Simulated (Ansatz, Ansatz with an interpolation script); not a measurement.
## G0W0 band structure of Cs2TlBiF6 (Fm-3m)

Wanted: quasiparticle gap and band widths of Cs2TlBiF6 (Fm-3m) over the whole zone.

Calculated with Ansatz 0.2.0; LDA, Wannier functions and G0W0, plane waves, PAW.

## (1) The structure

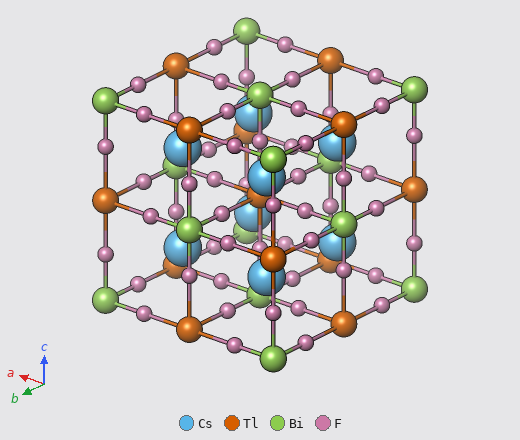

The cell as given, from a free direction (caesium blue, thallium orange, bismuth green, fluorine pink). This picture shows the conventional cell, with its axes. Some periodic images of atoms are drawn too.

Coordinates:

```cif
data_structure
_symmetry_space_group_name_H-M 'Fm-3m'
_symmetry_Int_Tables_number 225
_cell_length_a 9.7270
_cell_length_b 9.7270
_cell_length_c 9.7270
_cell_angle_alpha 90.000
_cell_angle_beta 90.000
_cell_angle_gamma 90.000
_cell_volume 920.32
loop_
_atom_site_label
_atom_site_type_symbol
_atom_site_symmetry_multiplicity
_atom_site_Wyckoff_symbol
_atom_site_fract_x
_atom_site_fract_y
_atom_site_fract_z
_atom_site_occupancy
Cs1 Cs 8 c 0.25000 0.75000 0.75000 1
Tl1 Tl 4 b 0.50000 0.00000 0.00000 1
Bi1 Bi 4 a 0.00000 0.00000 0.00000 1
F1 F 24 e 0.23000 0.00000 0.00000 1
```

The cell and positions come from the Crystallography Open Database and are kept as given unless a step says otherwise. Spin-orbit coupling is left out unless a step names it.

## (2) LDA bands

Levels along a band path, at the cheap level, show where the edges lie and whether the meshes to come will hold them.

This step: DFT, LDA, plane waves, PAW; PAW set soft_1.

Input file input.yaml:

```yaml
crystal:
  lattice:
    - [0.0, 4.8635, 4.8635]
    - [4.8635, 0.0, 4.8635]
    - [4.8635, 4.8635, 0.0]
  atoms:
    - { symbol: Cs, position: [0.25, 0.25, 0.25] }
    - { symbol: Cs, position: [0.75, 0.75, 0.75] }
    - { symbol: Tl, position: [0.5, 0.5, 0.5] }
    - { symbol: Bi, position: [0.0, 0.0, 0.0] }
    - { symbol: F, position: [0.77, 0.23, 0.23] }
    - { symbol: F, position: [0.23, 0.77, 0.23] }
    - { symbol: F, position: [0.23, 0.77, 0.77] }
    - { symbol: F, position: [0.77, 0.23, 0.77] }
    - { symbol: F, position: [0.23, 0.23, 0.77] }
    - { symbol: F, position: [0.77, 0.77, 0.23] }
kpoints:
  mp_grid: { grid: [4, 4, 4] }
  band_path:
    path:
      - [[0.0, 0.0, 0.0], [0.5, 0.0, 0.5], [0.625, 0.25, 0.625]]
      - [[0.375, 0.375, 0.75], [0.0, 0.0, 0.0], [0.5, 0.5, 0.5], [0.5, 0.25, 0.75], [0.5, 0.0, 0.5]]
    npoints: 10
hamiltonian:
  xc: lda
  pseudopotentials: { kind: paw, azcp: { folder: soft_1 }, xc_functional: pbe }
scf:
  occupations: { method: fermi_dirac, width: 0.02 }
  n_extra_bands: 122
output:
  eigenvalues: true
  forces: true
  stress: true
  fatbands: true
  write_density: true
  write_potential: true
  elf: true
  volumetric_format: npy
```

Command:

```console
ansatz run input.yaml --threads 2 --pin off --max-ram 92160MiB --backend cuda --events-out ev --progress --plain --runs-dir out --devices 1 --max-vram 13GiB
```

Numbers of over 12 decimals in the logs are rounded to 6 here.

Log:

```text
scf.n_extra_bands = 122 over 44 filled bands (N_el = 88.0): the run solves 166 bands
GPUs: using 1 of 1 available (devices: 1).
Engine: ansatz 0.2.0, x86_64-unknown-linux-gnu
Pseudopotentials: kind: paw
Pseudopotential: Cs, paw, valence charge 9, recommended cutoff 420 eV (normal), soft_1/Cs.paw.azcp
Pseudopotential: Tl, paw, valence charge 13, recommended cutoff 420 eV (normal), soft_1/Tl.paw.azcp
Pseudopotential: Bi, paw, valence charge 15, recommended cutoff 420 eV (normal), soft_1/Bi.paw.azcp
Pseudopotential: F, paw, valence charge 7, recommended cutoff 420 eV (normal), soft_1/F.paw.azcp
Functional definition: SPW92
  exchange = slater_x
  correlation = pw_c
device memory: the entry about to start is reckoned to put 4.6 GiB on a device that reports 43.0 GiB free (of which the cap on the GPU budget leaves the run 13.0 GiB)
GPU FFT provider: cuFFT
GPU libraries: cuBLAS 13.8.2, cuFFT 12.4.0, cuSOLVER 12.3.4
Crystal: 10 atoms, lattice volume = 230.079 Å³
Basis set: ecut = 420 eV, 4573 PW (Γ)
Bands: 166, of which v1, the nominal top of the filled ones, is band 44 counted from 1 (43 counted from 0)
Symmetry: 48 space group operations
Space group: Fm-3m (ITA 225), of the structure as read, at distance tolerance 6.1e-5 Å
k-points: 8 of 64
Non-local potential: Cs, projectors of the file, l = 0: 3, l = 1: 2, l = 2: 2, l = 3: 2
Non-local potential: Tl, projectors of the file, l = 0: 2, l = 1: 2, l = 2: 2, l = 3: 1
Non-local potential: Bi, projectors of the file, l = 0: 2, l = 1: 2, l = 2: 2, l = 3: 1
Non-local potential: F, projectors of the file, l = 0: 2, l = 1: 2, l = 2: 1
PAW form: soft (Blöchl's): semilocal exchange-correlation on the pseudo side does not see the compensation charge
PAW frozen core: Cs, regenerated for the run's functional, and the local potential with it (the file was generated under x = pbe(κ = 0.804, μ = 0.219515), c = pbe(β = 0.066725))
PAW frozen core: Tl, regenerated for the run's functional, and the local potential with it (the file was generated under x = pbe(κ = 0.804, μ = 0.219515), c = pbe(β = 0.066725))
PAW frozen core: Bi, regenerated for the run's functional, and the local potential with it (the file was generated under x = pbe(κ = 0.804, μ = 0.219515), c = pbe(β = 0.066725))
PAW frozen core: F, regenerated for the run's functional, and the local potential with it (the file was generated under x = pbe(κ = 0.804, μ = 0.219515), c = pbe(β = 0.066725))
PAW one-centre angular grid: Cs, 194 points (default); XC on 64 Gauss nodes
PAW one-centre angular grid: Tl, 590 points (default); XC on 64 Gauss nodes
PAW one-centre angular grid: Bi, 590 points (default); XC on 64 Gauss nodes
PAW one-centre angular grid: F, 110 points (default); XC on 64 Gauss nodes
Initial density: superposition of atomic densities (chi_scale 0.1, normalization cell, long waves kept (reshape's long-wave potential 0.02 eV rms))
Initial wavefunctions: pseudopotential atomic-orbital guess
GPU buffer pool allocated for 110592 grid points (all kernels)
GPU transforms: local potential and band sums: pruned to the plane-wave sphere, on 45×45×45
Functional: x = slater, c = lda
SCF iter   1: F=—  HF=-39030.252888 eV  |F-HF|=—  |Δ(HF+E_count)|=         —  Δρ=1.68e-1  dr2=6.06e1  ethr=3.10e-3  ⟨swp⟩=5.1  Hψ=6016  notcnv=0  defer=742
preconditioner: auto → Resta (q_TF=auto, 2.324 Å⁻¹)  ε∞=1.6  [insulator: Δε(μ)=0.614 eV  Ē_g=26.272 eV  σ=0.020 eV  W_gap=0.67  n_scr=58 (ndim 8)  ℏωp=21.1 eV  f_vac=0.021  D(μ)=1.05/eV (n_scr^D=0)  ε∞_Penn≈1.6]
SCF iter   2: F=—  HF=-39020.859016 eV  |F-HF|=—  |Δ(HF+E_count)|=    9.39e0  Δρ=1.15e-1  dr2=1.80e1  ethr=3.10e-3  ⟨swp⟩=3.1  Hψ=1989  notcnv=0  defer=918
SCF iter   3: F=—  HF=-39015.859608 eV  |F-HF|=—  |Δ(HF+E_count)|=    5.00e0  Δρ=1.87e-2  dr2=6.74e-1  ethr=3.10e-3  ⟨swp⟩=2.2  Hψ=1894  notcnv=0  defer=924
SCF iter   4: F=—  HF=-39015.754970 eV  |F-HF|=—  |Δ(HF+E_count)|=   1.05e-1  Δρ=5.64e-3  dr2=7.59e-2  ethr=7.66e-4  ⟨swp⟩=3.0  Hψ=1892  notcnv=0  defer=924
SCF iter   5: F=—  HF=-39015.741016 eV  |F-HF|=—  |Δ(HF+E_count)|=   1.40e-2  Δρ=9.46e-4  dr2=2.46e-3  ethr=8.63e-5  ⟨swp⟩=2.6  Hψ=642  notcnv=0  defer=924
SCF iter   6: F=—  HF=-39015.740740 eV  |F-HF|=—  |Δ(HF+E_count)|=   2.76e-4  Δρ=2.04e-4  dr2=7.43e-5  ethr=2.79e-6  ⟨swp⟩=1.1  Hψ=1420  notcnv=0  defer=924
SCF iter   7: F=—  HF=-39015.741216 eV  |F-HF|=—  |Δ(HF+E_count)|=   4.76e-4  Δρ=4.41e-5  dr2=3.26e-6  ethr=8.45e-8  ⟨swp⟩=2.0  Hψ=828  notcnv=0  defer=924
SCF iter   8: F=—  HF=-39015.741216 eV  |F-HF|=—  |Δ(HF+E_count)|=   1.07e-7  Δρ=8.21e-6  dr2=1.61e-7  ethr=3.70e-9  ⟨swp⟩=2.0  Hψ=648  notcnv=0  defer=924
SCF iter   9: F=-39015.741216 eV  HF=-39015.741216 eV  |F-HF|=1.68e-8  |Δ(HF+E_count)|=   1.21e-8  Δρ=3.10e-6  dr2=2.33e-8  ethr=1.14e-10  ⟨swp⟩=19.6  Hψ=13011  notcnv=0
SCF 1 converged in 9 iterations: F = -39015.741216 eV  dr2 = 2.33e-8
[...]
device memory: the entry about to start is reckoned to put 3.8 GiB on a device that reports 44.1 GiB free (of which the cap on the GPU budget leaves the run 13.0 GiB)
NSCF: frozen V_eff on 62 k-points
SCF converged after 9 iterations
Free energy (F): -39015.741216 eV
Harris-Foulkes:  -39015.741216 eV  (|F-HF|=1.68e-8)
Internal energy: -39015.741216 eV  (E = F + TS)
E sigma→0 (E₀):  -39015.741216 eV
Fermi energy:    6.254374 eV
--- Per-component energies (eV) ---
  E_band       = -503.091696
  E_kinetic    = 1981.112242
  E_local      = -7533.133425  (includes V_loc(G=0)·N_el)
  E_nonlocal   = 1319.864659
  E_hartree    = 2919.584295
  E_xc         = -1146.681016
  E_vxc        = -1120.256223  (∫ρ·V_xc dr)
  E_paw        = -31176.539793  (= ΣΔE_a)
  E_vpaw       = -989.839882  (= ΣTr[D̂ρ^β])
  E_aug_tail   = 0.004272  (compensation charges beyond the density's cutoff)
  E_ewald      = -5381.026817
  E_core_change = 1.074367  (= ΣΔE_core)
  E_smearing   = -0.000000  (= −TS)
  E_closure    = -0.000000  (closes the sum)
  Σ components = -39015.741216   (vs F -39015.741216, Δ=0.00e0)
--- Forces (eV/Å), atoms counted from 1 ---
  atom   1  Cs     0.00000000    -0.00000000    -0.00000000
  atom   2  Cs     0.00000000    -0.00000000    -0.00000000
  atom   3  Tl     0.00000000    -0.00000000    -0.00000000
  atom   4  Bi     0.00000000    -0.00000000    -0.00000000
  atom   5  F      0.08865892     0.00000000    -0.00000000
  atom   6  F     -0.00000000     0.08865892     0.00000000
  atom   7  F     -0.08865892    -0.00000000     0.00000000
  atom   8  F      0.00000000    -0.08865892     0.00000000
  atom   9  F     -0.00000000     0.00000000     0.08865892
  atom  10  F      0.00000000    -0.00000000    -0.08865892
  max |Σ_I F_I| component: 2.79e-17 eV/Å
--- Stress (GPa, compression-positive) ---
       -1.826248      -0.000000       0.000000
        0.000000      -1.826248      -0.000000
        0.000000       0.000000      -1.826248
  P = ⅓ Tr σ = -1.8262 GPa (-18.262 kbar)
--- Band table (eV; the first three rows and the last of 8) ---
  k-point 0: bands = [... 40 lower, 1.4907, 1.4907, 1.4907, 4.9073, 7.6234, 7.6234, 7.6234, 9.1004, ... 118 higher]
  k-point 1: bands = [... 40 lower, 1.4418, 1.4573, 1.6602, 4.2436, 8.0936, 8.0936, 8.3664, 9.1791, ... 118 higher]
  k-point 2: bands = [... 40 lower, 1.4054, 1.4126, 2.8509, 3.0268, 9.0216, 9.0216, 9.1529, 9.2386, ... 118 higher]
  k-point 7: bands = [... 40 lower, 1.4119, 1.4119, 3.3535, 3.3800, 8.2322, 8.2322, 9.3135, 9.5779, ... 118 higher]
```

It took 14 s on 1 × NVIDIA H100 80GB HBM3 (shared by 6 runs) with 2 threads of AMD EPYC 7R13 (Zen 3), shared host; peak memory 1.1 GiB.

This step gave:

```
pressure             : -1.826 GPa
filled bands         : 44
gap                  : 2.716 eV
valence top at       : Γ
conduction bottom at : Γ
least direct gap     : 2.716 eV
```

The gap is direct, at Γ.

Electronic bands along the path, in eV, zero at the top of the highest nominally filled band:

| point | band 41 | band 42 | band 43 | band 44 | band 45 | band 46 | band 47 | band 48 |
| --- | --- | --- | --- | --- | --- | --- | --- | --- |
| Γ | -3.42 | -3.42 | -3.42 | 0.00 | 2.72 | 2.72 | 2.72 | 4.19 |
| X | -3.56 | -3.42 | -1.92 | -0.89 | 3.02 | 3.66 | 3.66 | 5.19 |
| U | -3.53 | -3.46 | -1.74 | -1.37 | 3.17 | 3.75 | 3.96 | 4.85 |
| jump to K | -3.53 | -3.46 | -1.74 | -1.37 | 3.17 | 3.75 | 3.96 | 4.85 |
| Γ | -3.42 | -3.42 | -3.42 | 0.00 | 2.72 | 2.72 | 2.72 | 4.19 |
| L | -3.50 | -3.49 | -2.06 | -1.88 | 4.11 | 4.11 | 4.25 | 4.33 |
| W | -3.50 | -3.50 | -1.55 | -1.53 | 3.32 | 3.32 | 4.41 | 4.67 |
| X | -3.56 | -3.42 | -1.92 | -0.89 | 3.02 | 3.66 | 3.66 | 5.19 |

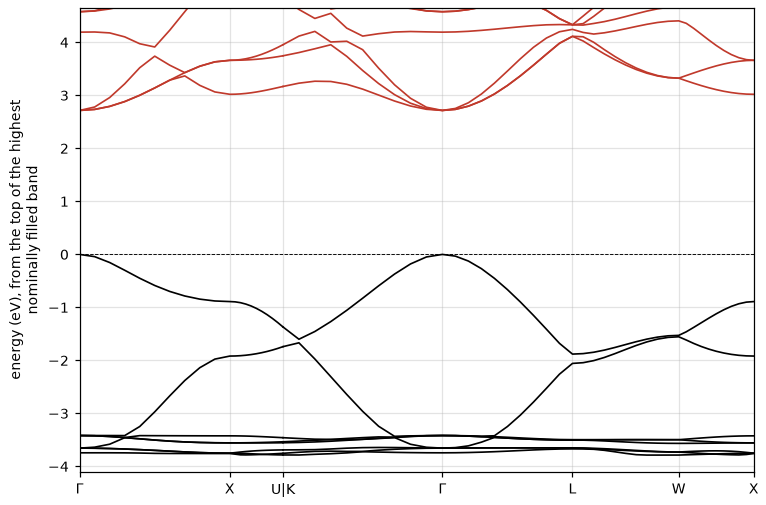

Electronic bands along the path; lines of filled and empty bands in two colours.

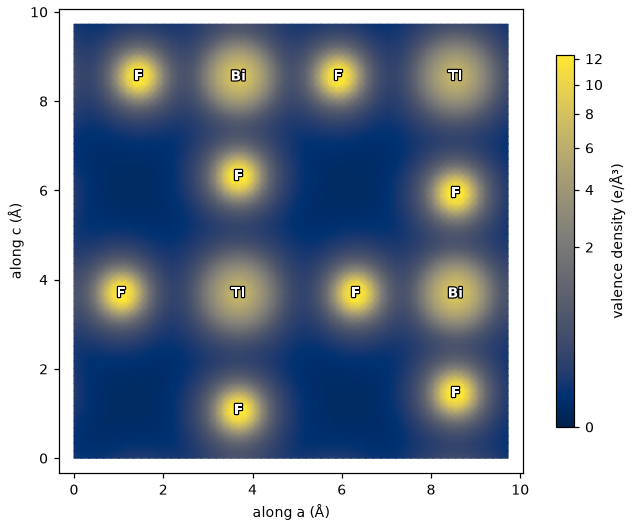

Valence density in the ac plane of the conventional cell at fractional y = 0.000, with atoms of Tl and Bi and F within 0.2 Å of it. It is the smooth field of the valence electrons, not physical close to the nuclei. The map starts off the cell's origin, so that atoms lie inside it. The colour scale is stretched toward low values.

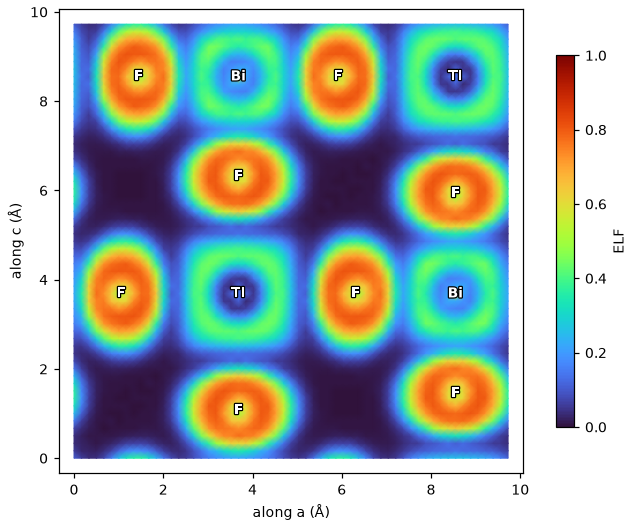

ELF in the ac plane of the conventional cell at fractional y = 0.000, with atoms of Tl and Bi and F within 0.2 Å of it. It is the smooth field of the valence electrons, not physical close to the nuclei. The map starts off the cell's origin, so that atoms lie inside it.

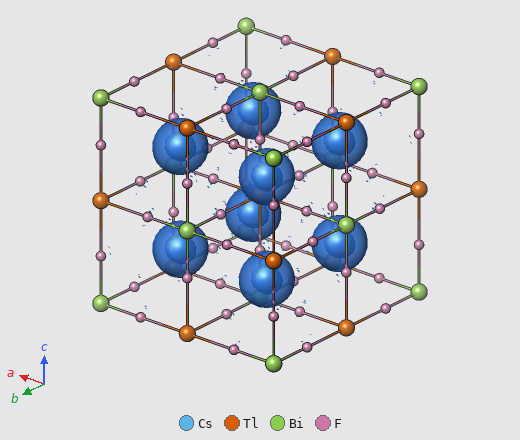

Surface of ELF = 0.81.

## (3) Wannier functions (Bi:6p Cs:6s F:2p Tl:6s Tl:6p) on 8×8×8

Localised functions give a small Hamiltonian that interpolates between mesh points at no cost.

This step: maximally localised Wannier functions, LDA, plane waves, PAW; PAW set soft_1.

input.yaml, the sections that differ from step 2:

```yaml
kpoints:
  mp_grid: { grid: [4, 4, 4] }
scf:
  occupations: { method: fixed }
  n_extra_bands: 122
output:
  wannier:
    kmesh: [8, 8, 8]
    projections:
      - { species: Bi, l: p, shell: 6 }
      - { species: Cs, l: s, shell: 6 }
      - { species: F, l: p, shell: 2 }
      - { species: Tl, l: s, shell: 6 }
      - { species: Tl, l: p, shell: 6 }
    minimise: true
    write_hr: true
    seedname: w
    conv_tol: 1.0e-06
    max_iter: 20000
    stability_check: false
    disentanglement:
      window: [-1.76, 14.62]
      frozen_window: [-1.76, 9.42]
      conv_tol: 1.0e-08
# crystal, hamiltonian: as in step 2
```

Log:

```text
[...]
GPUs: using 1 of 1 available (devices: 1).
[...]
GPU FFT provider: cuFFT
GPU libraries: cuBLAS 13.8.2, cuFFT 12.4.0, cuSOLVER 12.3.4
Crystal: 10 atoms, lattice volume = 230.079 Å³
Basis set: ecut = 420 eV, 4573 PW (Γ)
Bands: 166, of which v1, the nominal top of the filled ones, is band 44 counted from 1 (43 counted from 0)
Symmetry: 48 space group operations
[...]
k-points: 8 of 64
[...]
GPU buffer pool allocated for 110592 grid points (all kernels)
[...]
SCF iter   1: F=—  HF=-39030.252244 eV  |F-HF|=—  |Δ(HF+E_count)|=         —  Δρ=1.68e-1  dr2=6.07e1  ethr=3.10e-3  ⟨swp⟩=4.1  Hψ=4720  notcnv=0  defer=952
[...]
SCF iter   9: F=-39015.741216 eV  HF=-39015.741216 eV  |F-HF|=1.63e-8  |Δ(HF+E_count)|=   8.12e-9  Δρ=3.06e-6  dr2=2.28e-8  ethr=1.14e-10  ⟨swp⟩=15.8  Hψ=12247  notcnv=0
SCF 1 converged in 9 iterations: F = -39015.741216 eV  dr2 = 2.28e-8
[...]
NSCF: frozen V_eff on 8 k-points
the band table was solved once the SCF had ended and its energy, with any forces and stress, was formed, with the checks that follow a solve (4523 applications of the Hamiltonian). They found nothing against the state; the energy, forces and stress were not computed again (output.eigenvalues in the input reference)
[...]
the Wannier pass solved 32 of the 512 points of its mesh, and has the states at the others by symmetry: states obtained by the crystal's operations at points that were solved too leave a residual of 4.18e-13 eV (read by the count's bands and the next), within 5.56e-6 eV
SCF converged after 9 iterations
Free energy (F): -39015.741216 eV
[...]
Internal energy: -39015.741216 eV  (E = F + TS)
E sigma→0 (E₀):  -39015.741216 eV
Fermi energy:    4.907348 eV
[...]
--- Band table (eV; the first three rows and the last of 8) ---
  k-point 0: bands = [... 40 lower, 1.4907, 1.4907, 1.4907, 4.9073, 7.6234, 7.6234, 7.6234, 9.1004, ... 118 higher]
  k-point 1: bands = [... 40 lower, 1.4418, 1.4573, 1.6602, 4.2436, 8.0936, 8.0936, 8.3664, 9.1791, ... 118 higher]
  k-point 2: bands = [... 40 lower, 1.4054, 1.4126, 2.8509, 3.0268, 9.0216, 9.0216, 9.1529, 9.2386, ... 118 higher]
  k-point 7: bands = [... 40 lower, 1.4119, 1.4119, 3.3535, 3.3800, 8.2322, 8.2322, 9.3135, 9.5779, ... 118 higher]
Wannier search: line search 1 of at most 20000: gauge-dependent spread (as the search counts it) 6.5900106 Å², largest recent change 7.8e-1 Å² against conv_tol 1.0e-6 Å², 0 stops escaped
```

Wall time 35 s (1 × NVIDIA H100 80GB HBM3 (shared by 6 runs) with 2 threads); peak memory 2.8 GiB; 45 s of CPU time.

Numbers from this step:

```
gauge-invariant spread     : 59.32 Å²
diagonal spread            : 0.001379 Å²
off-diagonal spread        : 5.349 Å²
total spread               : 64.67 Å²
least projectability       : 0.4422
localisation steps         : 67
disentanglement steps      : 121
r.m.s. interpolation error : 8.20e-4 eV
r.m.s. error near the gap  : 0.001761 eV
```

Near the gap the model misses directly solved bands by 1.8 meV r.m.s. and by 17 meV at most in the window tested. This tests the starting bands, not the corrections carried with them.

Wannier functions, by row:

| function | x (Å) | y (Å) | z (Å) | spread (Å²) | nearest atom | distance (Å) |
| --- | --- | --- | --- | --- | --- | --- |
| 1 | 0 | 0 | 0 | 4.007 | Bi4 | 0 |
| 2 | 0 | 0 | 0 | 4.007 | Bi4 | 0 |
| 3 | 0 | 0 | 0 | 4.007 | Bi4 | 0 |
| 4 | 2.432 | 2.432 | 2.432 | 8.358 | Cs1 | 0 |
| 5 | 7.295 | 7.295 | 7.295 | 8.358 | Cs2 | 0 |
| 6 | 2.23 | 4.863 | 4.864 | 0.815 | F5 | 0.007 |
| 7 | 2.166 | 4.864 | 4.864 | 1.154 | F5 | 0.071 |
| 8 | 2.23 | 4.864 | 4.863 | 0.815 | F5 | 0.007 |
| 9 | 4.864 | 2.23 | 4.864 | 0.815 | F6 | 0.007 |
| 10 | 4.864 | 2.23 | 4.863 | 0.815 | F6 | 0.007 |
| 11 | 4.863 | 2.166 | 4.864 | 1.154 | F6 | 0.071 |
| 12 | 7.497 | 4.863 | 4.864 | 0.815 | F7 | 0.007 |
| 13 | 7.561 | 4.864 | 4.864 | 1.154 | F7 | 0.071 |
| 14 | 7.497 | 4.864 | 4.863 | 0.815 | F7 | 0.007 |
| 15 | 4.864 | 7.497 | 4.863 | 0.815 | F8 | 0.007 |
| 16 | 4.864 | 7.497 | 4.863 | 0.815 | F8 | 0.007 |
| 17 | 4.864 | 7.561 | 4.864 | 1.154 | F8 | 0.071 |
| 18 | 4.863 | 4.864 | 2.166 | 1.154 | F9 | 0.071 |
| 19 | 4.863 | 4.863 | 2.23 | 0.815 | F9 | 0.007 |
| 20 | 4.864 | 4.863 | 2.23 | 0.815 | F9 | 0.007 |
| 21 | 4.864 | 4.863 | 7.561 | 1.154 | F10 | 0.071 |
| 22 | 4.863 | 4.863 | 7.497 | 0.815 | F10 | 0.007 |
| 23 | 4.864 | 4.863 | 7.497 | 0.815 | F10 | 0.007 |
| 24 | 4.863 | 4.864 | 4.864 | 2.305 | Tl3 | 0 |
| 25 | 4.864 | 4.863 | 4.863 | 5.639 | Tl3 | 0 |
| 26 | 4.864 | 4.863 | 4.863 | 5.639 | Tl3 | 0 |
| 27 | 4.864 | 4.863 | 4.863 | 5.639 | Tl3 | 0 |

Frozen up to 4.52 eV; above it the model need not follow the bands. Electronic bands along the path, in eV, zero at the valence-band top:

```csv
point,band 41,band 42,band 43,band 44,band 45,band 46,band 47,band 48
Γ,-3.42,-3.42,-3.42,0.00,2.72,2.72,2.72,4.19
X,-3.56,-3.42,-1.92,-0.89,3.02,3.66,3.66,5.45
U,-3.53,-3.46,-1.74,-1.37,3.17,3.75,3.96,4.97
jump to K,-3.53,-3.46,-1.74,-1.37,3.17,3.75,3.96,4.97
Γ,-3.42,-3.42,-3.42,0.00,2.72,2.72,2.72,4.19
L,-3.50,-3.49,-2.06,-1.88,4.11,4.11,4.25,4.33
W,-3.50,-3.50,-1.55,-1.53,3.32,3.32,4.41,4.75
X,-3.56,-3.42,-1.92,-0.89,3.02,3.66,3.66,5.45
```

The same for Kohn-Sham, solved directly:

(Unchanged from step 2.)

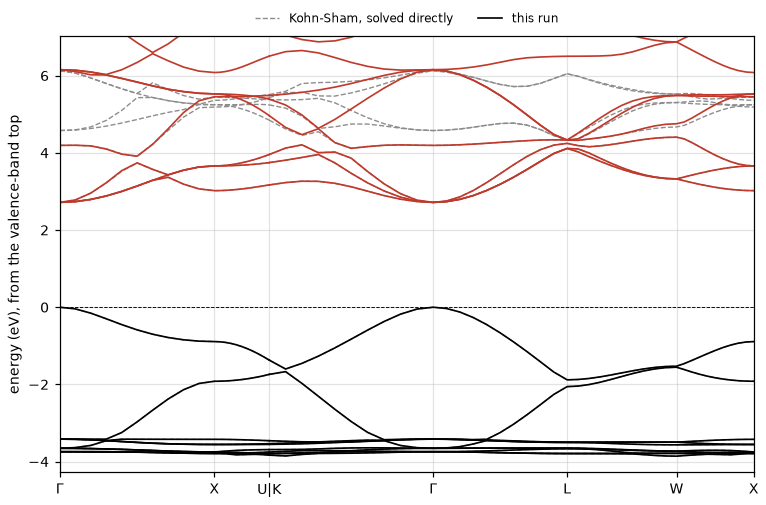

Electronic bands along the path; lines of filled and empty bands in two colours; dashed: Kohn-Sham, solved directly.

[end of part 1 of 2]

[Paths, hosts, dates, memory and timing lines, banners, echoed tables and standing remarks are left out of the program output.]

[Logs are printed without paths, hosts, clocks, repeated set-up lines and the standing remarks that a program may print on its own settings, such as how far it seeks lower states.]

[Runs of the session that timed out or met a known fault of the program may be left out.]

[Hosts, paths, dates, database ids (printed as entryN), source tags and the programs' standing remarks are cut or masked in the printed files.]
